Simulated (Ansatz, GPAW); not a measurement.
# A 2-layer slab of V(111): work function by functional and basis, part 3 of 3

Aim: the work function of both faces of a 2-layer slab of V(111), and its spread over functionals and bases.

GPAW 26.7.0 and Ansatz 0.2.0; GPAW, PAW setups; slab in vacuum (the session's first sound run).

So far, upper work function (eV): step 2 (relaxing the atoms, PBE, GPAW) 3.90; step 5 (OptPBE vdW: xc = "optPBE-vdW", GPAW, PAW setups, GPAW) 4.04; step 6 (self-consistent run: xc = "revPBE") 3.78; step 7 (real-space grid: mode = "fd", PBE, GPAW) 3.90; step 8 (atomic orbitals: mode = "lcao", PBE, GPAW) 3.87.

**10. A second plane-wave code**

A second program with its own datasets checks the number independently.

This step: Ansatz plane waves; slab in vacuum with a dipole correction; PAW set soft_1 (Ansatz 0.2.0).

File input.yaml:

```yaml
crystal:
  lattice:
    - [4.2709249584, 0.0, 0.0]
    - [2.1354624792, 3.6987295116, 0.0]
    - [0.0, 0.0, 16.8717989065]
  atoms:
    - { symbol: V, position: [0.6666654617, 0.6666667547, 0.4741640203] }
    - { symbol: V, position: [0.0, 0.0, 0.517003541] }
kpoints:
  mp_grid: { grid: [9, 9, 1] }
hamiltonian:
  xc: pbe
  pseudopotentials: { kind: paw, azcp: { folder: soft_1 } }
scf:
  occupations: { method: fermi_dirac, width: 0.1 }
efield:
  axis: 3
  dipole_correction: true
  ramp_width: 0.05
output:
  forces: true
  write_potential: true
  write_density: true
  volumetric_format: npy
  elf: true
```

Command:

```console
$ ansatz run input.yaml --threads 4 --pin off --max-ram 8192MiB --backend cpu --events-out ev --progress --plain --runs-dir out
```

Numbers of over 12 decimals in the logs are rounded to 6 here.

Log:

```text
Warning: the atoms were moved onto the symmetric positions of the space group found under crystal.symmetry.tolerance 1.0e-5 (fractional; no operation is sought that the atoms, as they stand in a round, miss by more than twice it, and no atom is moved by as much as it), and the run uses the moved positions. Before a round's move an operation carried an atom to 4.96e-6 Å from where it should land, the largest such dist [...]
Engine: ansatz 0.2.0, x86_64-unknown-linux-gnu
Pseudopotentials: kind: paw
Pseudopotential: V, paw, valence charge 13, recommended cutoff 420 eV (normal), soft_1/V.paw.azcp
Functional definition: PBE
  parameter kappa = 0.804
  parameter beta = 0.066725
  exchange = pbe_x(kappa = kappa, mu = beta*pi^2/3)
  correlation = pbe_c(beta = beta)
Crystal: 2 atoms, lattice volume = 266.524 Å³
Basis set: ecut = 420 eV, 5151 PW (Γ), exchange–correlation on 60×60×240 points (8 copies of the dense FFT grid, shifted against one another)
Bands: 17, of which v1, the nominal top of the filled ones, is band 13 counted from 1 (12 counted from 0)
Symmetry: 6 space group operations
k-points: 12 of 81 (time reversal used)
Non-local potential: V, projectors of the file, l = 0: 3, l = 1: 2, l = 2: 3, l = 3: 1
PAW form: soft (Blöchl's): semilocal exchange-correlation on the pseudo side does not see the compensation charge
PAW one-centre angular grid: V, 590 points (default); XC on 64 Gauss nodes
Initial density: superposition of atomic densities (neutral atoms: chi_scale 0, normalization atom)
Initial wavefunctions: pseudopotential atomic-orbital guess
Functional: x = pbe(κ = 0.804, μ = 0.219515), c = pbe(β = 0.066725)
SCF iter   1: F=—  HF=-5819.255200 eV  |F-HF|=—  |Δ(HF+E_count)|=         —  Δρ=3.24e-2  dr2=5.43e0  ethr=3.10e-3  p=0.000 e·Å  D=1.55e-7 V/Å  ΔV_dip=-0.00 eV  dr2_dipole=1.00e-10  V_vac-E_F(+/−)=6.90/6.90 eV  ⟨swp⟩=6.0  Hψ=974  notcnv=0
efield: sawtooth ramp at fractional position 0.9706 (placed from the atoms, in the widest stretch of the axis that holds none; the zero of the levels goes with the place), width 0.0500; the density the first Hamiltonian is built on has a dipole p = 0.000 e·Å; the dipole correction subtracts the counter field D = 1.55e-7 V/Å, which shifts the + side's vacuum level by -0.00 eV against the − side's; the planar-averaged density in the ramp window peaks in size at 2.9e-6 e/Å³
preconditioner: auto → LDOS  [metal: Δε(μ)=0.040 eV  Ē_g=1.574 eV  σ=0.100 eV  W_gap=0.10  n_scr=26 (ndim 8)  ℏωp=7.2 eV  f_vac=0.679  D(μ)=8.54/eV (n_scr^D=66)  β→1.0]
SCF iter   2: F=—  HF=-5818.235897 eV  |F-HF|=—  |Δ(HF+E_count)|=    1.02e0  Δρ=3.24e-2  dr2=1.53e0  ethr=3.10e-3  p=0.000 e·Å  D=2.91e-4 V/Å  ΔV_dip=-0.00 eV  dr2_dipole=1.04e-4  V_vac-E_F(+/−)=4.46/4.47 eV  ⟨swp⟩=2.9  Hψ=494  notcnv=0
SCF iter   3: F=—  HF=-5817.961064 eV  |F-HF|=—  |Δ(HF+E_count)|=   2.75e-1  Δρ=1.10e-2  dr2=4.57e-1  ethr=3.10e-3  p=-0.001 e·Å  D=-6.97e-4 V/Å  ΔV_dip=0.01 eV  dr2_dipole=6.96e-5  V_vac-E_F(+/−)=4.83/4.82 eV  ⟨swp⟩=3.0  Hψ=541  notcnv=0
SCF iter   4: F=—  HF=-5817.869136 eV  |F-HF|=—  |Δ(HF+E_count)|=   9.19e-2  Δρ=3.01e-3  dr2=5.30e-2  ethr=1.76e-3  p=-0.000 e·Å  D=-2.76e-4 V/Å  ΔV_dip=0.00 eV  dr2_dipole=2.48e-7  V_vac-E_F(+/−)=4.26/4.25 eV  ⟨swp⟩=2.2  Hψ=285  notcnv=0
SCF iter   5: F=—  HF=-5817.864781 eV  |F-HF|=—  |Δ(HF+E_count)|=   4.36e-3  Δρ=1.33e-3  dr2=4.89e-3  ethr=2.04e-4  p=-0.000 e·Å  D=-2.41e-4 V/Å  ΔV_dip=0.00 eV  dr2_dipole=3.90e-5  V_vac-E_F(+/−)=3.92/3.91 eV  ⟨swp⟩=2.2  Hψ=353  notcnv=0
SCF iter   6: F=—  HF=-5817.864307 eV  |F-HF|=—  |Δ(HF+E_count)|=   4.74e-4  Δρ=2.89e-4  dr2=2.53e-4  ethr=1.88e-5  p=-0.000 e·Å  D=-3.17e-5 V/Å  ΔV_dip=0.00 eV  dr2_dipole=1.62e-7  V_vac-E_F(+/−)=3.92/3.92 eV  ⟨swp⟩=2.1  Hψ=267  notcnv=0
SCF iter   7: F=—  HF=-5817.864491 eV  |F-HF|=—  |Δ(HF+E_count)|=   1.84e-4  Δρ=1.46e-4  dr2=9.27e-5  ethr=9.72e-7  p=-0.000 e·Å  D=-9.56e-5 V/Å  ΔV_dip=0.00 eV  dr2_dipole=6.00e-6  V_vac-E_F(+/−)=3.91/3.91 eV  ⟨swp⟩=2.3  Hψ=327  notcnv=0
SCF iter   8: F=—  HF=-5817.864380 eV  |F-HF|=—  |Δ(HF+E_count)|=   1.10e-4  Δρ=4.86e-5  dr2=9.44e-6  ethr=3.57e-7  p=0.000 e·Å  D=2.01e-5 V/Å  ΔV_dip=-0.00 eV  dr2_dipole=5.90e-7  V_vac-E_F(+/−)=3.90/3.90 eV  ⟨swp⟩=2.1  Hψ=266  notcnv=0
SCF iter   9: F=—  HF=-5817.864381 eV  |F-HF|=—  |Δ(HF+E_count)|=   1.12e-6  Δρ=1.06e-5  dr2=3.19e-7  ethr=3.63e-8  p=-0.000 e·Å  D=-1.41e-6 V/Å  ΔV_dip=0.00 eV  dr2_dipole=3.51e-10  V_vac-E_F(+/−)=3.90/3.90 eV  ⟨swp⟩=2.0  Hψ=265  notcnv=0
SCF iter  10: F=-5817.864382 eV  HF=-5817.864382 eV  |F-HF|=4.00e-8  |Δ(HF+E_count)|=   4.21e-7  Δρ=4.31e-6  dr2=6.90e-8  ethr=3.85e-10  p=0.000 e·Å  D=8.62e-7 V/Å  ΔV_dip=-0.00 eV  dr2_dipole=1.39e-9  V_vac-E_F(+/−)=3.90/3.90 eV  ⟨swp⟩=8.8  Hψ=1349  notcnv=0
SCF 1 converged in 10 iterations: F = -5817.864382 eV  dr2 = 6.90e-8
  greatest PAW one-centre occupation: 0.999 electrons in one spin orbital (limit 2), on the V atom at site 1 (counted from 0), in its partial waves of l = 0
WARN: The output density's exchange-correlation potential varies sharply where the density is thin. Do not read a vacuum level from v_tot or v_xc, or from such a field of the output density. On a cell that repeats whose density bears no net charge and no dipole along the vacuum's axis use v_es (v_loc + v_h of the components); under efield.dipole_correction with no amplitude use v_es + v_field, which holds any externa [...]
SCF converged after 10 iterations
Free energy (F): -5817.864382 eV
Harris-Foulkes:  -5817.864382 eV  (|F-HF|=4.00e-8)
Internal energy: -5817.572746 eV  (E = F + TS)
E sigma→0 (E₀):  -5817.718564 eV
Entropy (-TS):   -0.291636 eV (-145.818 meV/atom)
Fermi energy:    -1.658042 eV
Dipole field:    D = -0.000043 V/Å  (p = -0.000063 e·Å, saw-weighted, corrected)
Work function:   Φ+ = 3.8996 eV   Φ− = 3.8989 eV
Levels:          The Fermi level and band energies are counted from a zero that moves with the ramp; work functions are not
--- Per-component energies (eV) ---
  E_band       = -758.263814
  E_kinetic    = 581.838065
  E_local      = -11414.074695  (includes V_loc(G=0)·N_el)
  E_nonlocal   = 170.955656
  E_hartree    = 5304.718641
  E_xc         = -221.074270
  E_vxc        = -278.760107  (∫ρ·V_xc dr)
  E_paw        = -2253.159841  (= ΣΔE_a)
  E_vpaw       = -427.677984  (= ΣTr[D̂ρ^β])
  E_aug_tail   = 0.002033  (compensation charges beyond the density's cutoff)
  E_efield     = 0.000000  (sawtooth field / dipole correction)
  E_vefield    = 0.000000  (∫n·V_field dr)
  E_ewald      = 2013.221665
  E_smearing   = -0.291636  (= −TS)
  E_closure    = -0.000000  (closes the sum)
  Σ components = -5817.864382   (vs F -5817.864382, Δ=0.00e0)
--- Forces (eV/Å), atoms counted from 1 ---
  atom   1  V      0.00000000    -0.00000000     0.02038831
  atom   2  V     -0.00000000     0.00000000    -0.02026637
  max |Σ_I F_I| component: 1.22e-4 eV/Å
--- Band table (eV; the first three rows and the last of 12) ---
  k-point 0: bands = [... 9 lower, -2.0790, -2.0790, -1.8813, -1.8813, -1.6522, -1.4758, -0.5751, -0.3810]
  k-point 1: bands = [... 9 lower, -2.2165, -2.1244, -1.9356, -1.7564, -1.4992, -1.4110, -0.5546, -0.4609]
  k-point 2: bands = [... 9 lower, -2.3825, -2.1338, -2.0008, -1.5670, -1.5665, -1.1793, -0.6621, -0.5022]
  k-point 11: bands = [... 9 lower, -2.2439, -2.2439, -1.8704, -1.8704, -1.8608, -0.9333, -0.4490, -0.4490]
```

Elapsed: 1.9 s, on 4 threads of Intel Xeon Platinum 8488C (Sapphire Rapids), shared host; peak memory 0.62 GiB.

Reading the cycles: dr2 is the Hartree energy of the density residual (eV), the measure of convergence; HF is the Harris–Foulkes estimate of the energy, which meets the free energy F at convergence.

Numbers from this step:

* free energy: -5817.8644 eV
* smearing term TS: 0.2916 eV
* symmetry operations: 6
* upper work function: 3.900 eV
* lower work function: 3.899 eV
* dipole along the normal: -6.26e-5 e·Å
* dipole field: -4.25e-5 V/Å
* vacuum level above: 2.242 eV
* vacuum level below: 2.241 eV

Electrostatic potential energy of an electron (with the applied field's), less the Fermi level, planar mean against z:

```
z (Å)  electrostatic potential energy of an electron (with the applied field's), less the Fermi level, planar mean (eV)
    0                                                                                                              3.90
    1                                                                                                              3.90
    2                                                                                                              3.90
    3                                                                                                              3.90
    4                                                                                                              3.90
    5                                                                                                              3.87
    6                                                                                                              3.66
    7                                                                                                              1.69
    8                                                                                                             -7.93
    9                                                                                                             -5.22
   10                                                                                                              2.71
   11                                                                                                              3.77
   12                                                                                                              3.89
   13                                                                                                              3.90
   14                                                                                                              3.90
   15                                                                                                              3.90
   16                                                                                                              3.90
```

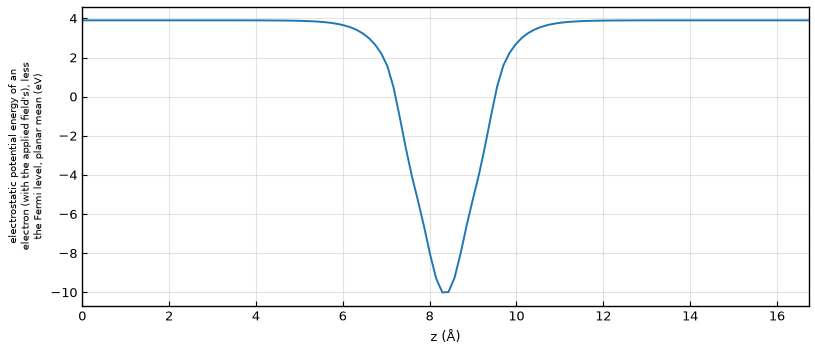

Electrostatic potential energy of an electron (with the applied field's), less the Fermi level, planar mean against z.

Valence density, planar mean against z:

```
z (Å)  valence density, planar mean (e/Å³)
    4                               7.3e-5
    5                               7.2e-4
    6                              0.00661
    7                               0.0604
    8                                0.976
    9                                0.685
   10                               0.0309
   11                              0.00359
   12                               3.8e-4
   13                               3.9e-5
```

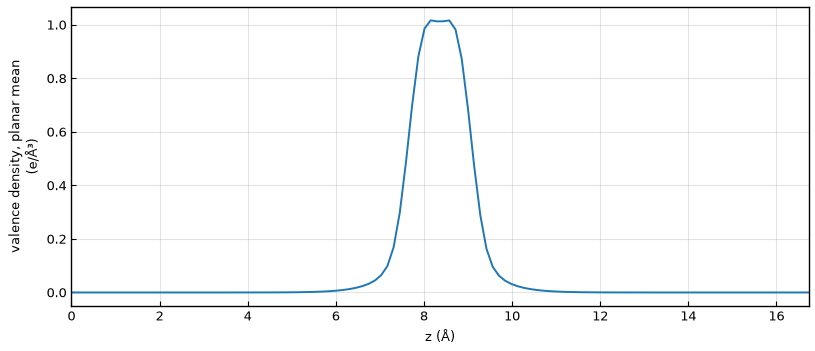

Valence density, planar mean against z.

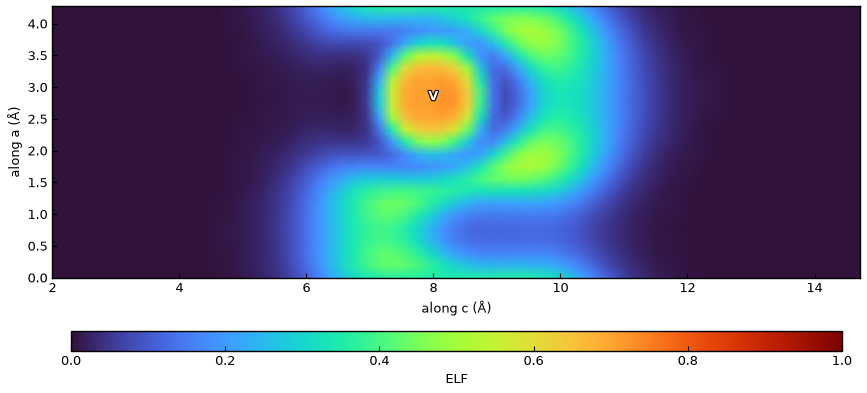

ELF in the ca plane at fractional y = 0.667, with atoms of V within 0.2 Å of it. It is the smooth field of the valence electrons, not physical close to the nuclei. The far vacuum is left out of the map.

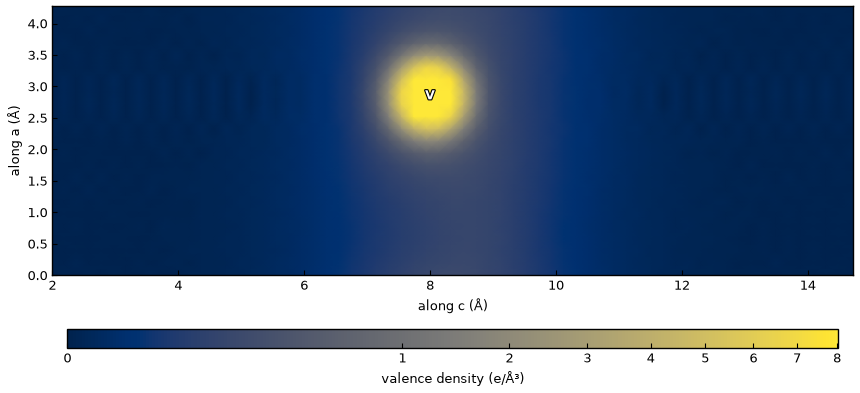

Valence density in the ca plane at fractional y = 0.667, with atoms of V within 0.2 Å of it. It is the smooth field of the valence electrons, not physical close to the nuclei. The colour scale is stretched toward low values. The far vacuum is left out of the map.

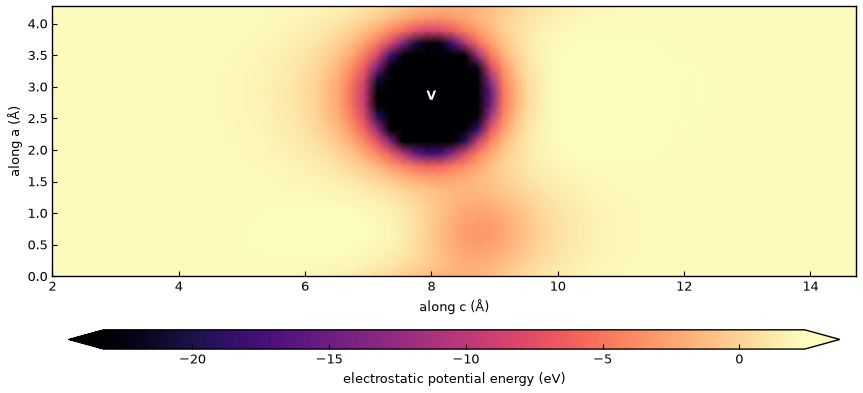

Electrostatic potential energy in the ca plane at fractional y = 0.667, with atoms of V within 0.2 Å of it. With pseudopotentials it is smooth inside the atoms' cores, unlike the true potential. The far vacuum is left out of the map.

The upper face's work function is 3.900 eV, against 3.900 eV in the first plane-wave PBE run at this geometry.

**11. Side by side**

Results and costs are gathered.

This step: comparison of work functions, dipole and cost; PAW set soft_1 (GPAW 26.7.0).

Ladder, by row:

```
      step    code  work function, upper (eV)  work function, lower (eV)  dipole (e Å)  wall time (s)  peak memory (GiB)  threads
        pw    GPAW                        3.9                        3.9      -1.20e-5          18.86                0.2        1
       LDA    GPAW                      4.146                      4.146      -1.47e-5          17.34               0.19        1
optPBE-vdW    GPAW                      4.042                      4.042      -1.15e-5          37.24               0.37        1
    revPBE    GPAW                      3.781                      3.781      -8.83e-6          19.11                0.2        1
        fd    GPAW                      3.899                      3.899      -2.31e-5          85.28               0.43        1
      lcao    GPAW                      3.866                      3.867      -9.94e-6          60.41               0.26        1
    ansatz  Ansatz                        3.9                      3.899      -6.26e-5           1.92              0.621        4
```

**12. A changed run**

One more run, with changed settings.

This step: GPAW, PAW setups; slab in vacuum (GPAW 26.7.0).

File run.py:

```python
import json
import numpy as np
from ase import Atoms
from gpaw import GPAW, PW

slab = Atoms(
    ['V', 'V'],
    positions=[
        [4.27092, 2.46582, 8.00000],
        [0.00000, -0.00000, 8.72278]],
    cell=[[4.27092, 0.0, 0.0], [2.13546, 3.69873, 0.0], [0.0, 0.0, 16.8718]],
    pbc=[True, True, False])

slab.calc = GPAW(mode=PW(400), xc='PBE', kpts={'size': (9, 9, 1), 'gamma': True},
                 occupations={'name': 'fermi-dirac', 'width': 0.1}, nbands='160%',
                 convergence={'density': 1e-05}, maxiter=100,
                 poissonsolver={'dipolelayer': 'xy'},
                 symmetry={'tolerance': 1e-3}, txt='slab.txt')
result = {}
energy = slab.get_potential_energy()
fermi = slab.calc.get_fermi_level()
v = slab.calc.get_electrostatic_potential().mean((0, 1)) - fermi
n = slab.calc.get_pseudo_density().mean((0, 1))
L = slab.cell[2, 2]
z = np.arange(len(v)) * L / len(v)
low, high = slab.positions[:, 2].min(), slab.positions[:, 2].max()
below, above = np.interp([low - 1.0, high + 1.0], z, v)
slopes = [np.interp(x, z, np.gradient(v, z)) for x in (low - 1.0, high + 1.0)]
eps = np.array([[slab.calc.get_eigenvalues(k, s) for k in range(len(slab.calc.get_ibz_k_points()))]
                for s in range(slab.calc.get_number_of_spins())]) - fermi
top, bottom = eps[eps < 0].max(), eps[eps > 0].min()
dipole = slab.get_dipole_moment()[2]
print(f'energy {energy:.4f} eV, Fermi level {fermi:.4f} eV, dipole {dipole:.5f} e A')
print(f'potential 1.0 A off the faces, from the Fermi level: lower {below:.4f} eV, upper {above:.4f} eV')
print(f'slope of the potential there: lower {slopes[0]:.5f}, upper {slopes[1]:.5f} eV/A')
print(f'nearest levels on the mesh: {top:.4f} and {bottom:.4f} eV')
print('magnetic moment', round(slab.get_magnetic_moment(), 3))
result.update(energy=energy, fermi=fermi, dipole=dipole, below=below, above=above, slopes=slopes, edges=[top, bottom],
              z=z.tolist(), v=v.tolist(), n=n.tolist(), positions=slab.positions.tolist(),
              forces=slab.get_forces(apply_constraint=False).tolist(), moments=slab.get_magnetic_moments().tolist())
json.dump(result, open('result.json', 'w'))
```

Command:

```console
$ OMP_NUM_THREADS=1 OPENBLAS_NUM_THREADS=1 python run.py
```

Log:

```text
energy -9.9299 eV, Fermi level -2.3754 eV, dipole -0.00001 e A
potential 1.0 A off the faces, from the Fermi level: lower 1.7231 eV, upper 1.7282 eV
slope of the potential there: lower -4.80720, upper 4.79506 eV/A
nearest levels on the mesh: -0.0067 and 0.0041 eV
magnetic moment 0.0
```

The job ended after 20 s (1 thread; peak memory 0.2 GiB).

The run finished. A setting was moved off its sound value on purpose, so it serves as a test and not as the result.

The fault put into the input: the potential probed 1 A off the face (probe = 1.0).

**13. Summary of results**

| Quantity | Value |
| --- | --- |
| work function, both faces | 3.90 eV |
| dipole along the normal | -1.2e-5 e Å, near the numerical noise |

With plane waves and PBE the work function is 3.90 eV on the upper face and 3.90 eV on the lower. Over the sound runs of the table the upper face's work function spans 3.781 (revPBE) to 4.146 eV (LDA). The two plane-wave codes differ by 2.4e-4 eV on the upper face. The runs had no spin polarisation, so a magnetic state, which thin layers of d-metal atoms can have, wasn't tested. The slab is only 0.72 Å thick between its outer nuclei, so the values belong to this film more than to the surface of the bulk metal. The in-plane lattice was kept as typed, which isn't the functional's own and leaves some strain; spin-orbit coupling and temperature are left out.

[Logs are printed without paths, hosts, clocks, repeated set-up lines and the standing remarks that a program may print on its own settings, such as how far it seeks lower states.]

[Hosts, paths, dates, database ids (printed as entryN), source tags and the programs' standing remarks are cut or masked in the printed files.]
